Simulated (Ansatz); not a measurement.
**CHOSi (charge −1): density, localisation and related maps**

```yaml
atoms:
  - { symbol: O, position_ang: [-0.7711, 0.5085, -0.4783] }
  - { symbol: C, position_ang: [0.0395, -0.3596, 0.1787] }
  - { symbol: Si, position_ang: [0.9852, -1.4431, 0.9777] }
  - { symbol: H, position_ang: [-0.2537, 1.2943, -0.6782] }
```

Geometry: PBE0-D4/def2-TZVPD; the highest occupied orbital lies above zero, a sign that basis and functional describe the outermost electron poorly.

These are results of RKS PBE0-D4/def2-TZVPPD in Ansatz, not measurements.

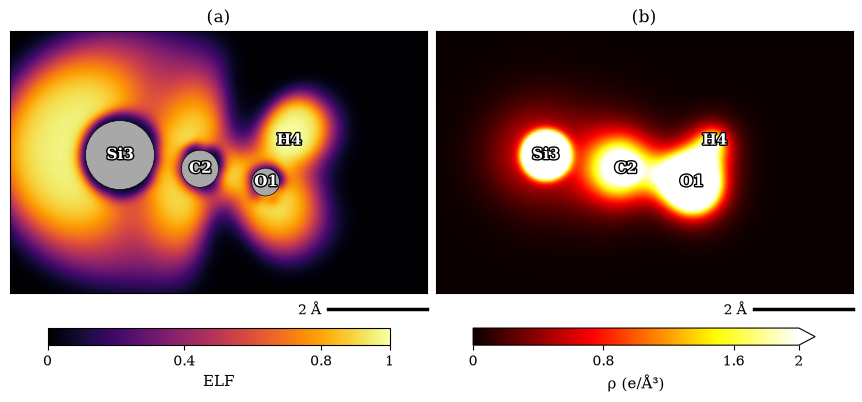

Figure 1. (a) ELF; (b) electron density on the molecular plane. Grey discs cover the atomic cores in the ELF map.

Read the bonding off the picture.

The section cuts through O, C, Si and H sites.
C–O (1.36 Å): ρ is about 2.3 e/Å³ halfway, with its minimum of 1.9 e/Å³ about 0.5 Å from C; the ELF peaks at about 0.85 between the atoms, as expected for a shared but strongly polarised pair.
C–Si (1.65 Å): ρ is about 1.1 e/Å³ halfway; the ELF peaks at about 0.80 between the atoms, as expected for localised, covalent bonding.
O–H (0.96 Å): ρ is about 3.8 e/Å³ halfway; the ELF climbs to about 1 towards the hydrogen, as it does in any bond to H: an ordinary covalent bond to hydrogen.
The ELF also peaks beside O1 and Si3, away from the bonds: lone-pair regions.

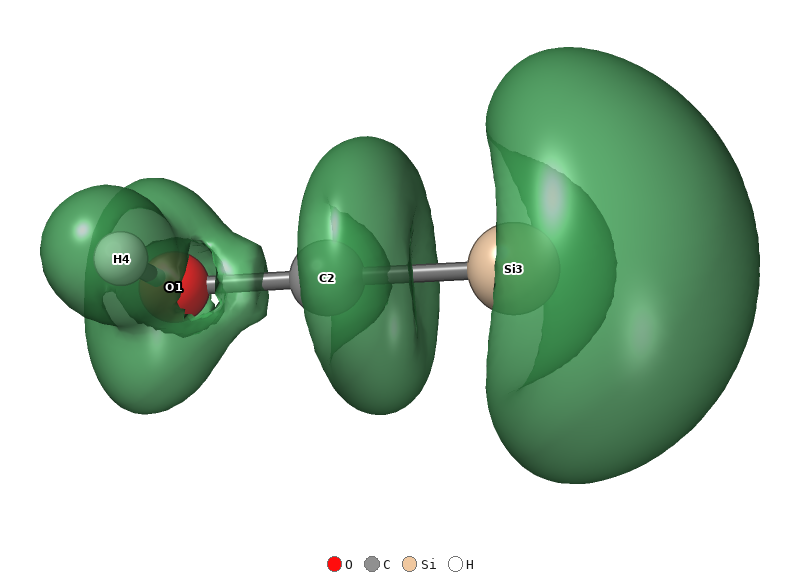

Figure 2. Isosurface of the electron localisation function at 0.75 (green), seen from one side. Core shells and regions of very low density are left out.

Where are the electrons localised?

At this value the surface marks out one region between bonded C–Si atoms (shared pairs), one lobe on Si, pointing away from the bonds (lone pairs) and one joined region spread over several atoms (H, O), in which their bonds and any lone pairs are merged.

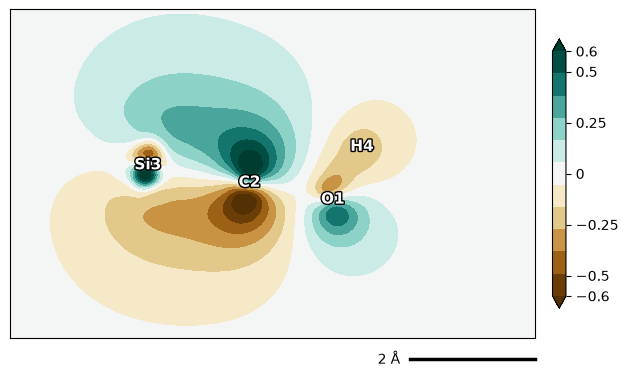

Figure 3. The HOMO−1 on the molecular plane (values in Å⁻³ᐟ²; the overall sign is arbitrary).

Where does this orbital lie, and at what energy?

Its weight (Hirshfeld) is mainly on Si3 (about 45 %), C2 (about 45 %) and O1 (about 5 %); it is symmetric in the molecular plane (an in-plane orbital: σ, lone-pair or in-plane π type). Its energy is −0.13 eV.
